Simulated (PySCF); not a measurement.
**H4Si, SMILES `[SiH4]`: what the electrons do**

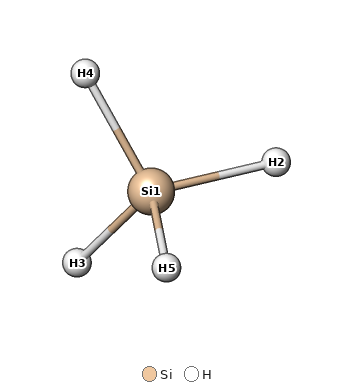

The molecule, with its atoms numbered as below. No frequency check shows the geometry to be a minimum.

Geometry (Å), atoms numbered from 1:

```
Si1      0.0000    0.0000    0.0001
H2      -1.1052    0.4491    0.8429
H3       1.1052   -0.4491    0.8429
H4       0.4492    1.1048   -0.8433
H5      -0.4492   -1.1048   -0.8433
```

Part 1: Bonding charge

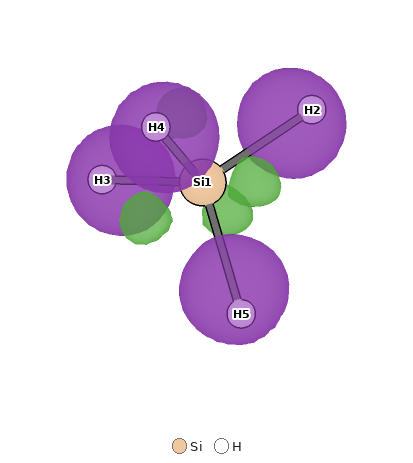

Deformation density (molecule less spherical, spin-averaged free atoms at the same positions), surfaces at ±0.11 e/Å³; purple: gain, green: loss.

Computed with PySCF, PBE/def2-TZVP, geometry: GFN2-xTB.

Question: Describe the bonding that the map shows.

Answer: Si1–H2, Si1–H3, Si1–H4 and Si1–H5: +0.21 e/Å³ at the bond critical point (bond length 1.46 Å, Mayer order 1.0). In all, 1.1 electrons gather in the regions of gain relative to the promolecule.

Part 2: Electrostatic potential

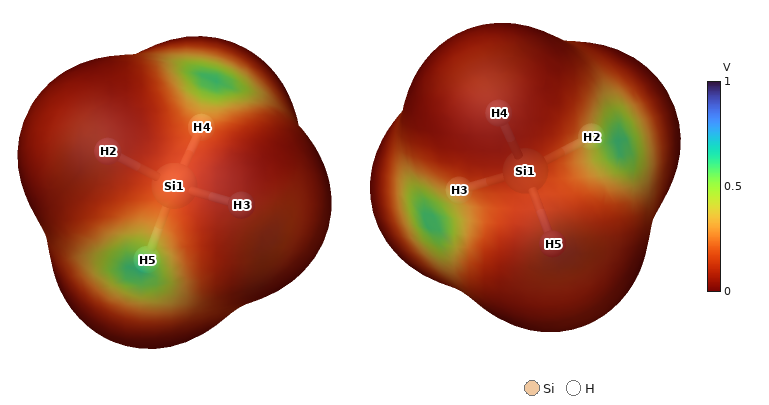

Electrostatic potential on the surface of electron density 0.001 a.u. (back view left, front view right).

Question: Where are the extremes of the potential on the surface?

Answer: Highest: 0.63 V, near H5 (2.08 Å), Si1 (2.09 Å), H2 (2.10 Å) and H3 (2.17 Å), and at like points elsewhere. Further maxima include 0.07 V, 1.5 Å from H4. Lowest: 0.01 V, 1.5 Å from H4, and at like points elsewhere. The surface is sampled at points, so like sites can differ by a few per cent and only the strongest of them is named.

Question: What volume does the surface enclose, and what is the dipole moment?

Answer: About 62 Å³; the dipole moment is 0.0 D.

Part 3: In an electric field

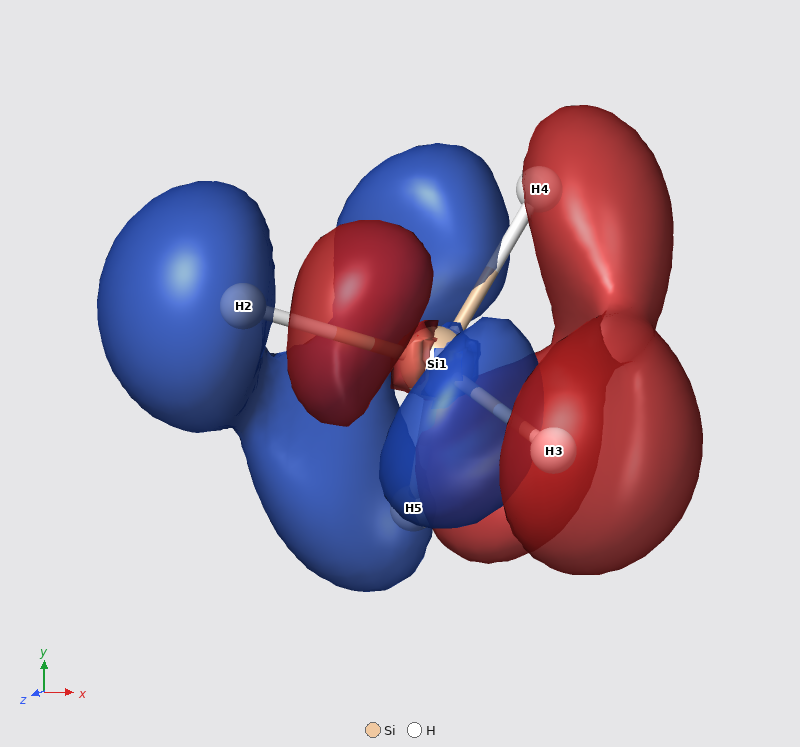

Change of the electron density in a uniform field of 0.21 V/Å, surfaces at ±0.0015 e/Å³ (blue: gain, red: loss).

Method: PBE/def2-TZVP; geometry: GFN2-xTB; program: PySCF. A basis without diffuse functions makes polarisabilities too small.

Question: Along which Cartesian direction does the field point?

Answer: Along +x: electrons gather on the −x side, against the field.

Question: How large is the response?

Answer: The induced dipole is 0.30 D (along the field); α along this axis, from the fields in both directions, is 29 bohr³ (4.4 Å³).

Question: Which atoms gain and lose the most charge?

Answer: Electrons gather most on H2 (Hirshfeld charge changes by −0.009 e) and leave H3 most (+0.009 e); 0.031 electrons are displaced in all.
